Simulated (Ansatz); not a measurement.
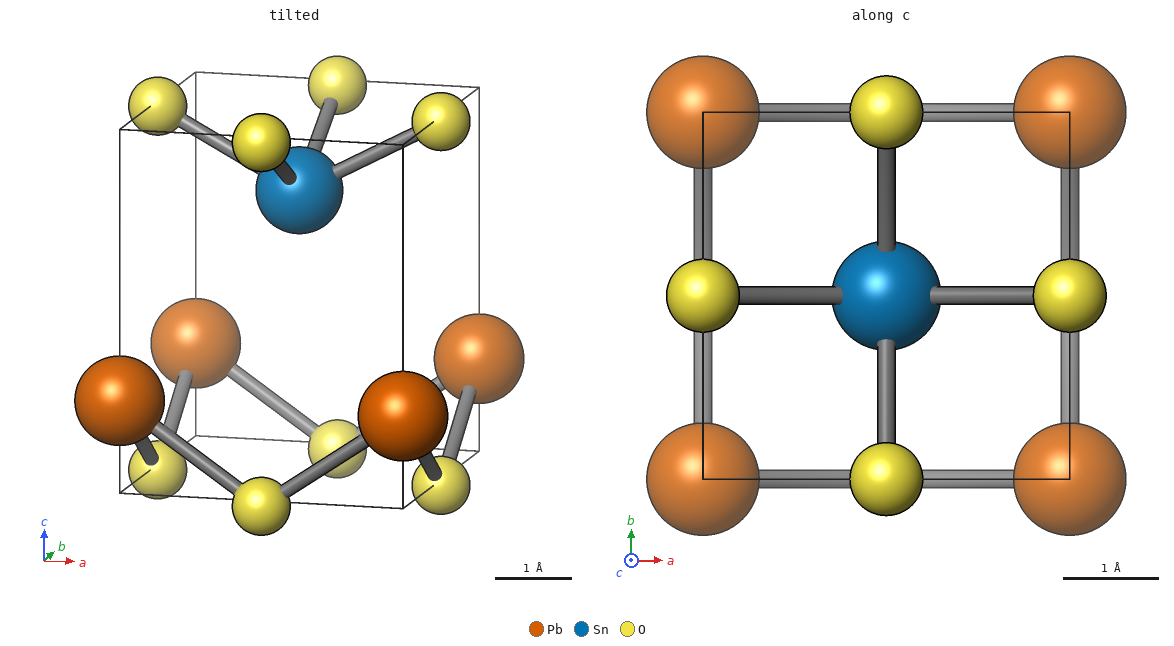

A ball-and-stick rendering, viewed slightly off an axis and along the c axis. One conventional unit cell is framed, with atoms on its boundary repeated.

SnPbO₂, space group P4mm (No. 99), a = 3.868 Å, b = 3.868 Å, c = 4.898 Å, α = 90.00°, β = 90.00°, γ = 90.00°. The initial geometry was a structure type filled with these elements by a generator (whether the compound takes this form wasn't checked). Earlier steps of the study, as a rule a relaxation of our own, may have changed the cell and positions, so they can lie some per cent off the listed ones. It was run through Ansatz as a DFT input.

This one geometry was computed with Ansatz (DFT, plane waves, PAW) at five levels of theory: r2SCAN, PBE, PBE0, PBE with spin-orbit coupling and HSE06.

**Which level gives the highest pressure at this volume, and what does that say about its equilibrium volume?**

Highest: PBE (4.9 GPa) and PBE with spin-orbit coupling (4.8 GPa), which points to the largest equilibrium volume. Lowest, with the smallest volume: PBE0 (0.6 GPa) and HSE06 (0.7 GPa). Levels within 0.5 GPa of each other can't be told apart.

**How does the band gap change with the level of theory?**

PBE with spin-orbit coupling: a gap of 0.30 eV, indirect; PBE: a gap of 0.56 eV, indirect; r2SCAN: a gap of 0.78 eV, indirect; HSE06: a gap of 1.03 eV, indirect; PBE0: a gap of 1.67 eV, indirect.

**Collect the results in a table.**

| level | cutoff (eV) | k-mesh of the run's cell | gap (eV) | pressure (GPa) |
| --- | --- | --- | --- | --- |
| r2SCAN | 500 | 6×6×6 | 0.78 | 1.2 |
| PBE | 420 | 6×6×6 | 0.56 | 4.9 |
| PBE0 | 420 | 4×4×4 | 1.67 | 0.6 |
| PBE with spin-orbit coupling | 420 | 6×6×6 | 0.30 | 4.8 |
| HSE06 | 420 | 4×4×4 | 1.03 | 0.7 |

Gaps are taken on the k-mesh or band path of each run.
